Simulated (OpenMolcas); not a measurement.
Run report: S$_{2}$F$_{2}$, excited-state calculation (part 1 of 3)

System: S$_{2}$F$_{2}$ (Difluorodisulfane).
Method: CASPT2/ANO-R1, sfX2C (OpenMolcas 26.06).

The geometry comes from this level: PBE0-D4/def2-TZVP.

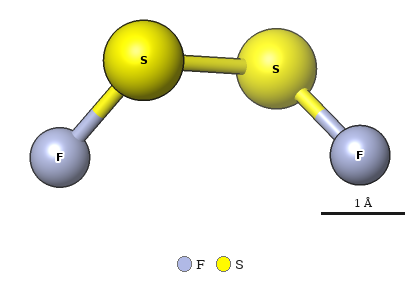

**Figure 1.** The structure (ball-and-stick view, seen on its broad side). Bond lengths as drawn: F–S 1.63 Å and S–S 1.89 Å.

Summary

```tsv
quantity	value
outcome	converged
total energy	−996.953470 hartree
CASSCF energy	−996.361128 hartree
basis functions	64
lowest singlet excitation	5.34 eV
hardware	1 thread of Arm Neoverse V1, 24 GiB of memory available, shared host
wall time	12 s
peak memory	0.083 GiB
```

The input
```
* F2S2 CASPT2

&GATEWAY
 Coord
 4
 angstrom
 F       -1.783750      -0.199930      -0.621590
 S       -0.467670       0.764150      -0.632370
 S        1.044990      -0.276390      -0.184720
 F        1.206410      -0.287820       1.438680
 Basis=ANO-R1
 Group=NoSym
 RICD

&SEWARD

&RASSCF
 FileOrb=$CurrDir/step2.RasOrb
 Spin=1
 Nactel=10 0 0
 Inactive=20
 Ras2=8
 CIRoot=3 3 1
 OrbListing=Nothing
 OrbAppear=Compact

&CASPT2
 Multistate=all
 Imaginary=0.2

&RASSI
 NrOfJobIphs=1 all
 IphNames
 JOBMIX
 EJob
```

Command:
```bash
export MOLCAS_MEM=1860
pymolcas step3.inp > step3.log
```

The program's output
```
--- Start Module: gateway ---

                                              &GATEWAY

                       available to each process: 1.9 GB of memory, 1 thread

++    Symmetry information:
      ---------------------

                    Character Table for C1

                             E
                    a        1  x, y, xy, Rz, z, xz, Ry, yz, Rx, I
--

++    Basis set information:
      ----------------------

      Basis set label: F.ANO-R...3S2P1D.

      Electronic valence basis set:
      ------------------
      Associated Effective Charge   9.000000 au
      Associated Actual Charge      9.000000 au
      Nuclear Model: Finite nucleus - Gaussian distribution
        Gaussian exponent, Xi/bohr**(-2):  5.35469E+08

      Shell  nPrim  nBasis  Cartesian Spherical Contaminant
         s      13       3        X
         p       8       2        X
         d       4       1                 X

      Basis set label: S.ANO-R...4S3P1D.

      Electronic valence basis set:
      ------------------
      Associated Effective Charge  16.000000 au
      Associated Actual Charge     16.000000 au
      Nuclear Model: Finite nucleus - Gaussian distribution
        Gaussian exponent, Xi/bohr**(-2):  4.04080E+08

      Shell  nPrim  nBasis  Cartesian Spherical Contaminant
         s      17       4        X
         p      11       3        X
         d       7       1                 X

      Basis set label: F.ANO-R...3S2P1D.

      Electronic valence basis set:
      ------------------
      Associated Effective Charge   9.000000 au
      Associated Actual Charge      9.000000 au
      Nuclear Model: Finite nucleus - Gaussian distribution
        Gaussian exponent, Xi/bohr**(-2):  5.35469E+08

      Shell  nPrim  nBasis  Cartesian Spherical Contaminant
         s      13       3        X
         p       8       2        X
         d       4       1                 X
--

++    Molecular structure info:
      -------------------------

                    ************************************************
                    **** Cartesian Coordinates / bohr, angstrom ****
                    ************************************************

     Center  Label                x              y              z                     x              y              z
        1      F1              -3.370799      -0.377813      -1.174635             -1.783750      -0.199930      -0.621590
        2      S2              -0.883768       1.444034      -1.195006             -0.467670       0.764150      -0.632370
        3      S3               1.974745      -0.522301      -0.349070              1.044990      -0.276390      -0.184720
        4      F4               2.279784      -0.543901       2.718711              1.206410      -0.287820       1.438680

                    ***************************************
                    *    InterNuclear Distances / bohr    *
                    ***************************************

               1 F1            2 S2            3 S3            4 F4
    1 F1       0.000000
    2 S2       3.082996        0.000000
    3 S3       5.410848        3.571160        0.000000
    4 F4       6.864024        5.410835        3.082985        0.000000

                    *******************************************
                    *    InterNuclear Distances / angstrom    *
                    *******************************************

               1 F1            2 S2            3 S3            4 F4
    1 F1       0.000000
    2 S2       1.631451        0.000000
    3 S3       2.863297        1.889776        0.000000
    4 F4       3.632285        2.863291        1.631446        0.000000
--

            Nuclear Potential Energy            230.12831906 au

--- Stop Module: gateway /rc=_RC_ALL_IS_WELL_ ---

--- Start Module: seward ---

                                              &SEWARD

                       available to each process: 1.9 GB of memory, 1 thread

               SEWARD will generate:
                  Multipole Moment integrals up to order  2
                  Kinetic Energy integrals
                  Nuclear Attraction integrals (finite nuclei - Gaussian type)
                  One-Electron Hamiltonian integrals
                  Velocity integrals
                  Relativistic X2C integrals
                  Orbital angular momentum around (  0.1388   0.1173  -0.1965 )
                  Velocity quadrupole around (  0.1388   0.1173  -0.1965 )
                  Atomic mean-field integrals
                  RI decomposed two-electron repulsion integrals stored Cholesky style
                   - acCD auxiliary basis
                   - CD Threshold:   1.00E-04

                   Integrals are discarded if absolute value <: 1.00E-14
                   Integral cutoff threshold is set to       <: 1.00E-16

            Nuclear Potential Energy            230.12831906 au

      Basis set specifications :
      Symmetry species         a
      Basis functions           64

--- Stop Module: seward /rc=_RC_ALL_IS_WELL_ ---
--- Module seward spent 1 second ---

--- Start Module: rasscf ---

                                              &RASSCF

                       available to each process: 1.9 GB of memory, 1 thread

      Header of the ONEINT file:
      --------------------------

      OrdInt status: non-squared

      Cartesian coordinates in angstrom:
      -----------------------------------------------------
      No.  Label        X            Y            Z
      -----------------------------------------------------
       1   F1        -1.78375000  -0.19993000  -0.62159000
       2   S2        -0.46767000   0.76415000  -0.63237000
       3   S3         1.04499000  -0.27639000  -0.18472000
       4   F4         1.20641000  -0.28782000   1.43868000
      -----------------------------------------------------
      Nuclear repulsion energy =  230.12831906

++    Wave function specifications:
      -----------------------------

      Number of closed shell electrons          40
      Number of electrons in active shells      10
      Max number of holes in RAS1 space          0
      Max nr of electrons in RAS3 space          0
      Number of inactive orbitals               20
      Number of active orbitals                  8
      Number of secondary orbitals              36
      Spin quantum number                      0.0
      State symmetry                             1
--

++    Orbital specifications:
      -----------------------

      Symmetry species                           1
                                                 a
      Frozen orbitals                            0
      Inactive orbitals                         20
      Active orbitals                            8
      RAS1 orbitals                              0
      RAS2 orbitals                              8
      RAS3 orbitals                              0
      Secondary orbitals                        36
      Deleted orbitals                           0
      Number of basis functions                 64
--

++    CI expansion specifications:
      ----------------------------

      Number of CSFs                          1176
      Number of spin combinations             1596
      Number of determinants                  3136
      Number of root(s) required                 3
      Root chosen for geometry opt.              3
      CI roots used                              1     2     3
      weights                                0.333 0.333 0.333
      highest root included in the CI            3
      max. size of the explicit Hamiltonian    200
--

++    Optimization specifications:
      ----------------------------

      RASSCF algorithm: LK RI/DF
      Maximum number of macro iterations       200
      Maximum number of SX iterations          100
      Threshold for RASSCF energy            1.000E-08
      Threshold for max MO rotation          1.000E-01
      Threshold for max BLB element          1.000E-04
      Level shift parameter                  5.000E-01
      Make Quasi-Newton update
--

      The MO-coefficients are taken from the file:
      step2.RasOrb
      Title: RASSCF average (pseudo-natural) orbitals

      Total molecular charge    0.00

      ************************************************************************************************************************
      *                                            Wave function control section                                             *
      ************************************************************************************************************************

                                         RASSCF iterations: Energy and convergence statistics
                                         ----------------------------------------------------

          iter iter root      energy       change     param      element    value   shift minimum  type update hh:mm:ss
 Nr of preliminary CI iterations:   4
        1   1    5    0  -996.21095358    0.00E+00   3.97E-04   24  38 1  1.47E-04*  0.24   0.00    SX    NO    0:00:00
        2   1    5    0  -996.21095414   -5.62E-07* -1.86E-04   24  38 1  5.54E-05   0.24   0.00    SX    NO    0:00:00
        3   1    4    0  -996.21095423   -8.59E-08*  1.03E-04   17  28 1 -2.42E-05   0.24   0.00    SX    NO    0:00:00
        4   8    5    0  -996.21096475   -1.05E-05* -3.52E-04   22  44 1 -1.02E-04*  0.24   0.00    SX    NO    0:00:00
        5   1    5    0  -996.21096498   -2.33E-07*  2.44E-04   16  40 1 -8.77E-05   0.24   1.43    QN   YES    0:00:00
        6   6    4    0  -996.21096512   -1.34E-07*  1.78E-04   20  52 1 -4.84E-05   0.24   1.03    QN   YES    0:00:00
        7   4    4    0  -996.21096514   -2.57E-08*  8.99E-05   15  28 1 -2.18E-05   0.24   1.11    QN   YES    0:00:00
        8   1    4    0  -996.21096515   -7.28E-09   6.90E-05   17  28 1  7.79E-06   0.24   1.19    QN   YES    0:00:00
      Convergence after  8 iterations
        9   1    4    0  -996.21096515   -1.38E-09   6.90E-05   16  40 1 -5.24E-06   0.24   1.19    QN   YES    0:00:00

      ************************************************************************************************************************
                                                      Wave function printout:
                       occupation of active orbitals, and spin coupling of open shells (u,d: Spin up or down)
      ************************************************************************************************************************

      Note: transformation to natural orbitals
      has been made, which may change the order of the CSFs.

      printout of CI-coefficients larger than  0.05 for root  1
      energy=    -996.361128
      conf/sym  11111111     Coeff  Weight
             1  22222000  -0.97384 0.94837
            10  22220002   0.05036 0.00254
            23  222ud0ud  -0.06167 0.00380
            25  222uu0dd   0.05662 0.00321
            41  22u2ud0d   0.06349 0.00403
            94  22202020   0.05095 0.00260
           171  22022200   0.06918 0.00479
           245  20222002   0.08112 0.00658
           291  22uu2dd0  -0.05822 0.00339

      printout of CI-coefficients larger than  0.05 for root  2
      energy=    -996.142069
      conf/sym  11111111     Coeff  Weight
             4  2222u0d0  -0.62562 0.39140
             7  2222u00d  -0.48260 0.23290
            10  22220002   0.11248 0.01265
            13  222u20d0  -0.49163 0.24170
            19  222u200d  -0.09307 0.00866
            23  222ud0ud  -0.19733 0.03894
            25  222uu0dd   0.09425 0.00888
            94  22202020   0.12611 0.01590

      printout of CI-coefficients larger than  0.05 for root  3
      energy=    -996.129698
      conf/sym  11111111     Coeff  Weight
             4  2222u0d0   0.74143 0.54972
             7  2222u00d  -0.41702 0.17391
            10  22220002   0.08884 0.00789
            13  222u20d0  -0.43482 0.18907
            19  222u200d   0.07518 0.00565
            23  222ud0ud  -0.12449 0.01550
            25  222uu0dd   0.07048 0.00497
            94  22202020   0.07042 0.00496
           173  2202u2d0   0.05761 0.00332
           248  2022u0d2  -0.06797 0.00462

      Natural orbitals and occupation numbers for root  1
      sym 1:   1.991674   1.984152   1.971415   1.974163   1.973433   0.032637   0.030587   0.041939

      Natural orbitals and occupation numbers for root  2
      sym 1:   1.990591   1.985331   1.970216   1.854255   1.053776   0.033671   0.958293   0.153868

      Natural orbitals and occupation numbers for root  3
      sym 1:   1.992447   1.980161   1.973185   1.923686   1.023066   0.030685   0.986151   0.090619

      ************************************************************************************************************************
      *                                                    Final results                                                     *
      ************************************************************************************************************************

++    Final optimization conditions:
      ------------------------------

      Average CI energy                            -996.21096515
      RASSCF energy for state  3                   -996.12969781
      Super-CI energy                                -0.00000000
      RASSCF energy change                            0.00000000
      Max change in MO coefficients              -5.015E-05
      Max non-diagonal density matrix element     6.895E-05
      Maximum BLB matrix element                 -5.244E-06
      (orbital pair  16,  40 in symmetry   1)
      Norm of electronic gradient            8.598E-02
--

      Final state energy(ies):
      ------------------------

::    RASSCF root number  1 Total energy:   -996.36112839
::    RASSCF root number  2 Total energy:   -996.14206926
::    RASSCF root number  3 Total energy:   -996.12969781
      Von Neumann Entropy (Root   1) =  0.38144

      Mulliken population analysis for root number:  1
      -----------------------------------------------

++    Molecular charges:
      ------------------

      Mulliken charges per centre
      ---------------------------

                F1      S2      S3      F4
      Total    9.3227 15.6850 15.6748  9.3175

      N-E     -0.3227  0.3150  0.3252 -0.3175

      Total electronic charge=   50.000000

      Total            charge=   -0.000000
--

      Expectation values of various properties for root number:  1
      -----------------------------------------------------------

++    Molecular properties:
      ---------------------

      Charge (e):
                      =   -0.0000
      Dipole Moment (debye):
      Origin of the operator (angstrom)=    0.0735    0.0621   -0.1040
                   X=  1.1457E+00               Y=  8.7858E-01               Z= -1.4224E+00           Total=  2.0267E+00
      Quadrupole Moment (debye*angstrom):
      Origin of the operator (angstrom)=    0.0735    0.0621   -0.1040
                  XX= -3.6552E+01              XY= -1.9062E+00              XZ= -1.8051E+00              YY= -3.3746E+01
                  YZ= -3.7461E-01              ZZ= -3.6884E+01
      In traceless form (debye*angstrom)
                  XX= -1.2369E+00              XY= -2.8593E+00              XZ= -2.7076E+00              YY=  2.9721E+00
                  YZ= -5.6192E-01              ZZ= -1.7352E+00
--
```
